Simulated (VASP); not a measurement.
**CoSi: structure and properties in VASP**

How well does r2SCAN-L reproduce what experiment finds for CoSi? The cell is relaxed first, and properties follow on it. The steps: full relaxation (r2SCAN-L), second relaxation, density, ELF and potential (r2SCAN-L), bands along the symmetry lines (r2SCAN-L), total and projected DOS (r2SCAN-L), zone-centre phonons (r2SCAN-L) and density of states (r2SCAN-L), changed input. Left out of this account: 1 further run (core levels: core levels are not valid at this level). The start is a cell from a database of measured crystal structures.

Program: VASP 6.6.1. Level of theory: r2SCAN-L, spin-polarised from a ferromagnetic start; plane waves and PAW (Co, Si). Results are calculated unless marked as measured.

Experimental background.

“Chiral fermion reversal in chiral crystals” (2019, arxiv:1912.02383) reports for CoSi, cubic chiral B20 (FeSi type), by single-crystal X-ray diffraction (single crystal, 300 K): lattice constant a (cubic lattice constant a) 4.4445 Å.

The database entry behind the starting cell differs from later determinations by our own check (0.1 to 0.3 % short, probably kX units), so it need not match the best structure at ambient conditions.

## 1. Set-up

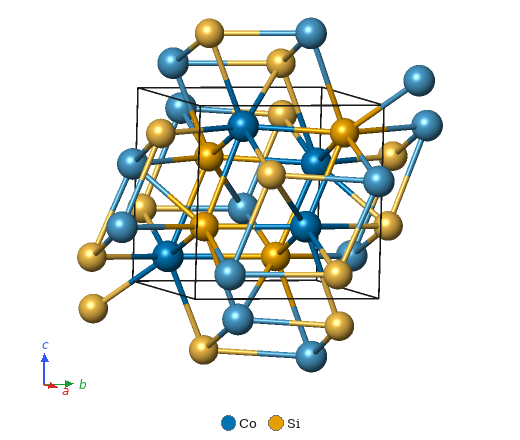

Start, viewed slightly off an axis; cobalt blue, silicon orange. Some periodic images of atoms are drawn too.

Structure file:

```cif
data_structure
_symmetry_space_group_name_H-M 'P2_13'
_symmetry_Int_Tables_number 198
_cell_length_a 4.4380
_cell_length_b 4.4380
_cell_length_c 4.4380
_cell_angle_alpha 90.000
_cell_angle_beta 90.000
_cell_angle_gamma 90.000
_cell_volume 87.41
loop_
_atom_site_label
_atom_site_type_symbol
_atom_site_symmetry_multiplicity
_atom_site_Wyckoff_symbol
_atom_site_fract_x
_atom_site_fract_y
_atom_site_fract_z
_atom_site_occupancy
Co1 Co 4 a 0.86000 0.64000 0.36000 1
Si1 Si 4 a 0.15700 0.34300 0.65700 1
```

## 2. Full relaxation (r2SCAN-L)

Properties are meant for the cell that this level of theory prefers, so cell and atoms are relaxed first (ISIF = 3) until forces and stress are small; EDIFFG sets the threshold.

File INCAR:

```
SYSTEM = CoSi
PREC = Accurate
ENCUT = 400
EDIFF = 1E-06
NELM = 100
ISMEAR = -1
SIGMA = 0.05
LREAL = .FALSE.
ALGO = Normal
METAGGA = R2SCANL
LASPH = .TRUE.
NBANDS = 38
ISPIN = 2
MAGMOM = 2 2 2 2 0 0 0 0
LMAXMIX = 4
LORBIT = 11
LWAVE = .FALSE.
LCHARG = .FALSE.
KPAR = 4
IBRION = 2
NSW = 60
ISIF = 3
EDIFFG = -0.01
```

File POSCAR:

```
CoSi
1.0
    4.4380000000      0.0000000000      0.0000000000
    0.0000000000      4.4380000000      0.0000000000
    0.0000000000      0.0000000000      4.4380000000
Co Si
4 4
Direct
    0.8600000000      0.6400000000      0.3600000000
    0.6400000000      0.3600000000      0.8600000000
    0.3600000000      0.8600000000      0.6400000000
    0.1400000000      0.1400000000      0.1400000000
    0.1570000000      0.3430000000      0.6570000000
    0.3430000000      0.6570000000      0.1570000000
    0.6570000000      0.1570000000      0.3430000000
    0.8430000000      0.8430000000      0.8430000000
```

File KPOINTS:

```
Automatic mesh
0
Gamma
5 5 5
0 0 0
```

PAW data sets: Co and Si (PBE family, release 64).

Started as:

```sh
> mpirun -np 4 vasp_std
```

The log of the run:

```text
[banner, memory and clock lines left out]
running    4 mpi-ranks, on    1 nodes
 distrk:  each k-point on    1 cores,    4 groups
 distr:  one band on    1 cores,    1 groups

 POSCAR found type information on POSCAR CoSi
 POSCAR found :  2 types and       8 ions
|                                                                             |
|               ----> ADVICE to this user running VASP <----                  |
|                                                                             |
|     You enforced a specific xc type in the INCAR file but a different       |
|     [... a line on the potential file left out ...]
|     I HOPE YOU KNOW WHAT YOU ARE DOING!                                     |
|                                                                             |

 LDA part: xc-table for (None), standard interpolation
 POSCAR, INCAR and KPOINTS ok, starting setup
 FFT: planning ... GRIDC
 FFT: planning ... GRID_SOFT
 FFT: planning ... GRID
 WAVECAR not read
 entering main loop
       N       E                     dE             d eps       ncg     rms          rms(c)
DAV:   1     0.186973867105E+03    0.18697E+03   -0.18439E+04  1672   0.130E+03
DAV:   2    -0.154152393888E+03   -0.34113E+03   -0.32242E+03  1672   0.313E+02
DAV:   3    -0.177600264608E+03   -0.23448E+02   -0.22185E+02  1910   0.984E+01
DAV:   4    -0.178376310387E+03   -0.77605E+00   -0.77011E+00  2070   0.167E+01
DAV:   5    -0.178408610131E+03   -0.32300E-01   -0.32287E-01  2256   0.319E+00    0.373E+01
DAV:   6    -0.185230947323E+03   -0.68223E+01   -0.75720E+01  2112   0.118E+02    0.306E+01
DAV:   7    -0.174994598351E+03    0.10236E+02   -0.40116E+01  1904   0.924E+01    0.135E+01
DAV:   8    -0.175338878977E+03   -0.34428E+00   -0.37391E+00  2300   0.122E+01    0.403E+00
DAV:   9    -0.175249036695E+03    0.89842E-01   -0.36178E-01  2122   0.713E+00    0.182E+00
DAV:  10    -0.175256848101E+03   -0.78114E-02   -0.46033E-02  2384   0.191E+00    0.726E-01
DAV:  11    -0.175259034998E+03   -0.21869E-02   -0.38536E-02  1732   0.179E+00    0.327E-01
DAV:  12    -0.175261101139E+03   -0.20661E-02   -0.53664E-03  1870   0.855E-01    0.149E-01
DAV:  13    -0.175261305654E+03   -0.20451E-03   -0.12866E-03  2044   0.338E-01    0.970E-02
DAV:  14    -0.175261463767E+03   -0.15811E-03   -0.75573E-04  1756   0.243E-01    0.709E-02
DAV:  15    -0.175261731476E+03   -0.26771E-03   -0.36340E-03  1720   0.507E-01    0.165E-02
DAV:  16    -0.175261839152E+03   -0.10768E-03   -0.63775E-04  1708   0.212E-01    0.650E-03
DAV:  17    -0.175262059214E+03   -0.22006E-03   -0.19678E-03  1720   0.372E-01    0.638E-03
DAV:  18    -0.175262266654E+03   -0.20744E-03   -0.13174E-03  1696   0.305E-01    0.674E-03
DAV:  19    -0.175262072586E+03    0.19407E-03   -0.11541E-03  1696   0.286E-01    0.651E-03
DAV:  20    -0.175261739869E+03    0.33272E-03   -0.52056E-03  1684   0.610E-01    0.536E-03
DAV:  21    -0.175261437021E+03    0.30285E-03   -0.17852E-02  1684   0.113E+00    0.431E-03
DAV:  22    -0.175261441477E+03   -0.44567E-05   -0.73127E-04  1708   0.232E-01    0.333E-03
DAV:  23    -0.175261467425E+03   -0.25948E-04   -0.33218E-04  1708   0.158E-01    0.223E-03
DAV:  24    -0.175261491223E+03   -0.23798E-04   -0.21073E-04  1702   0.124E-01    0.219E-03
DAV:  25    -0.175261492745E+03   -0.15222E-05   -0.83768E-07  1196   0.811E-03    0.222E-03
DAV:  26    -0.175261492235E+03    0.51078E-06   -0.11346E-07   962   0.310E-03
   1 F= -.17526149E+03 E0= -.17525309E+03  d E =-.175261E+03  mag=     0.0004
 curvature:   0.00 expect dE= 0.000E+00 dE for cont linesearch  0.000E+00
 trial: gam= 0.00000 g(F)=  0.123E-01 g(S)=  0.132E+00 ort = 0.000E+00 (trialstep = 0.100E+01)
 search vector abs. value=  0.145E+00
 bond charge predicted
       N       E                     dE             d eps       ncg     rms          rms(c)
DAV:   1    -0.176662162520E+03   -0.14007E+01   -0.18708E+01  1840   0.486E+01    0.111E+01
DAV:   2    -0.177673812238E+03   -0.10116E+01   -0.17292E+01  1924   0.596E+01    0.111E+01
DAV:   3    -0.175283249409E+03    0.23906E+01   -0.71477E+00  1864   0.406E+01    0.218E+00
DAV:   4    -0.175277227967E+03    0.60214E-02   -0.44680E-01  1828   0.353E+00    0.116E+00
DAV:   5    -0.175264566621E+03    0.12661E-01   -0.20852E-02  2516   0.177E+00    0.567E-01
DAV:   6    -0.175263713322E+03    0.85330E-03   -0.11135E-02  2394   0.979E-01    0.297E-01
DAV:   7    -0.175263484785E+03    0.22854E-03   -0.81944E-04  2076   0.287E-01    0.101E-01
DAV:   8    -0.175263461246E+03    0.23538E-04   -0.20190E-04  1774   0.129E-01    0.127E-01
DAV:   9    -0.175263861950E+03   -0.40070E-03   -0.13069E-02  1672   0.100E+00    0.591E-02
DAV:  10    -0.175264062794E+03   -0.20084E-03   -0.16324E-03  1672   0.353E-01    0.395E-02
DAV:  11    -0.175264151351E+03   -0.88557E-04   -0.28151E-04  1684   0.147E-01    0.250E-02
DAV:  12    -0.175264492698E+03   -0.34135E-03   -0.35471E-03  1672   0.521E-01    0.120E-02
DAV:  13    -0.175264381910E+03    0.11079E-03   -0.35242E-04  1672   0.164E-01    0.118E-02
DAV:  14    -0.175263886834E+03    0.49508E-03   -0.90970E-03  1672   0.833E-01    0.169E-02
DAV:  15    -0.175263401970E+03    0.48486E-03   -0.20028E-02  1672   0.124E+00    0.218E-02
DAV:  16    -0.175263351747E+03    0.50223E-04   -0.20935E-03  1672   0.397E-01    0.178E-02
DAV:  17    -0.175263458093E+03   -0.10635E-03   -0.17607E-03  1672   0.361E-01    0.932E-03
DAV:  18    -0.175263539063E+03   -0.80970E-04   -0.55031E-04  1672   0.204E-01    0.737E-03
DAV:  19    -0.175263457092E+03    0.81971E-04   -0.58179E-04  1672   0.210E-01    0.784E-03
DAV:  20    -0.175263282097E+03    0.17500E-03   -0.37956E-03  1672   0.537E-01    0.910E-03
DAV:  21    -0.175263070738E+03    0.21136E-03   -0.26430E-02  1672   0.141E+00    0.750E-03
DAV:  22    -0.175263086391E+03   -0.15653E-04   -0.23749E-04  1696   0.137E-01    0.790E-03
DAV:  23    -0.175263096569E+03   -0.10178E-04   -0.34994E-04  1678   0.163E-01    0.508E-03
DAV:  24    -0.175263107664E+03   -0.11095E-04   -0.71010E-05  1732   0.737E-02    0.309E-03
DAV:  25    -0.175263101963E+03    0.57007E-05   -0.17540E-05  1696   0.365E-02    0.312E-03
DAV:  26    -0.175263079234E+03    0.22729E-04   -0.39440E-04  1672   0.173E-01    0.228E-03
DAV:  27    -0.175263059656E+03    0.19578E-04   -0.10223E-03  1672   0.282E-01    0.155E-03
DAV:  28    -0.175263059863E+03   -0.20726E-06   -0.22318E-04  1672   0.132E-01    0.119E-03
DAV:  29    -0.175263062179E+03   -0.23156E-05   -0.22684E-05  1684   0.425E-02    0.783E-04
DAV:  30    -0.175263064536E+03   -0.23573E-05   -0.30352E-05  1684   0.486E-02    0.718E-04
DAV:  31    -0.175263063334E+03    0.12017E-05   -0.56534E-06  1600   0.212E-02    0.751E-04
DAV:  32    -0.175263059287E+03    0.40477E-05   -0.87225E-05  1672   0.831E-02    0.848E-04
DAV:  33    -0.175263056325E+03    0.29619E-05   -0.11248E-04  1672   0.943E-02    0.831E-04
DAV:  34    -0.175263056333E+03   -0.83855E-08   -0.24838E-05  1684   0.433E-02    0.790E-04
DAV:  35    -0.175263057057E+03   -0.72348E-06   -0.53929E-06  1534   0.201E-02
   2 F= -.17526306E+03 E0= -.17525550E+03  d E =-.156482E-02  mag=    -0.0000
[...]
3 F= -.17529932E+03 E0= -.17529136E+03  d E =-.378323E-01  mag=    -0.0001
[...]
4 F= -.17531195E+03 E0= -.17530409E+03  d E =-.126286E-01  mag=    -0.0001
[...]
5 F= -.17531835E+03 E0= -.17531064E+03  d E =-.190228E-01  mag=    -0.0001
[...]
6 F= -.17531844E+03 E0= -.17531072E+03  d E =-.956134E-04  mag=    -0.0001
[...]
7 F= -.17531858E+03 E0= -.17531086E+03  d E =-.232237E-03  mag=    -0.0001
[...]
8 F= -.17531856E+03 E0= -.17531084E+03  d E =-.210988E-03  mag=    -0.0001
 curvature:  -0.36 expect dE=-0.837E-04 dE for cont linesearch -0.690E-09
 trial: gam= 0.32474 g(F)=  0.891E-04 g(S)=  0.141E-03 ort =-0.116E-05 (trialstep = 0.106E+01)
 search vector abs. value=  0.304E-03
 bond charge predicted
       N       E                     dE             d eps       ncg     rms          rms(c)
DAV:   1    -0.175319162841E+03   -0.60491E-03   -0.92888E-03  2140   0.974E-01    0.212E-01
DAV:   2    -0.175319708602E+03   -0.54576E-03   -0.71618E-03  2020   0.121E+00    0.230E-01
DAV:   3    -0.175318676984E+03    0.10316E-02   -0.27217E-03  1904   0.787E-01    0.400E-02
DAV:   4    -0.175318677206E+03   -0.22228E-06   -0.16913E-04  1792   0.840E-02    0.202E-02
DAV:   5    -0.175318674738E+03    0.24679E-05   -0.12734E-05  2280   0.397E-02    0.996E-03
DAV:   6    -0.175318680700E+03   -0.59618E-05   -0.13917E-04  1672   0.105E-01    0.595E-03
DAV:   7    -0.175318681773E+03   -0.10735E-05   -0.75219E-06  1664   0.259E-02    0.215E-03
DAV:   8    -0.175318682835E+03   -0.10613E-05   -0.32766E-06  1420   0.163E-02    0.182E-03
DAV:   9    -0.175318687142E+03   -0.43073E-05   -0.41662E-05  1672   0.570E-02    0.153E-03
DAV:  10    -0.175318692868E+03   -0.57264E-05   -0.53091E-05  1672   0.640E-02    0.114E-03
DAV:  11    -0.175318689999E+03    0.28691E-05   -0.12228E-05  1672   0.306E-02    0.112E-03
DAV:  12    -0.175318672716E+03    0.17283E-04   -0.10544E-03  1672   0.283E-01    0.886E-04
DAV:  13    -0.175318672019E+03    0.69629E-06   -0.40067E-05  1672   0.545E-02    0.884E-04
DAV:  14    -0.175318672496E+03   -0.47621E-06   -0.14587E-06  1192   0.104E-02
   9 F= -.17531867E+03 E0= -.17531099E+03  d E =-.114229E-03  mag=    -0.0002
 trial-energy change:   -0.000114  1 .order   -0.000099   -0.000245    0.000047
 step:   0.9297(harm=  0.8928)  dis= 0.00095  next Energy=  -175.318675 (dE=-0.117E-03)
 reached required accuracy - stopping structural energy minimisation
```

Run time: 8.6 min. Hardware: 4 MPI ranks of AMD EPYC 7R43, shared host; peak memory 0.82 GiB.

The logs omit lines about the potential files and the build; timing stands in the text.

(Part 1 of 6 ends here.)

[Lines on the potential files, build, host, timing and source positions are cut from VASP's logs without a mark.]

[Logs are printed without paths, hosts, clocks, repeated set-up lines and the standing remarks that a program may print on its own settings, such as how far it seeks lower states.]

[Hosts, paths, dates, database ids (printed as entryN), source tags and the programs' standing remarks are cut or masked in the printed files.]

[A measured line is paired with the nearest computed mode of its activity, which favours agreement.]

[In band tables of VASP the shares of atoms and orbitals are scaled to a sum of 1 inside the atoms' spheres.]
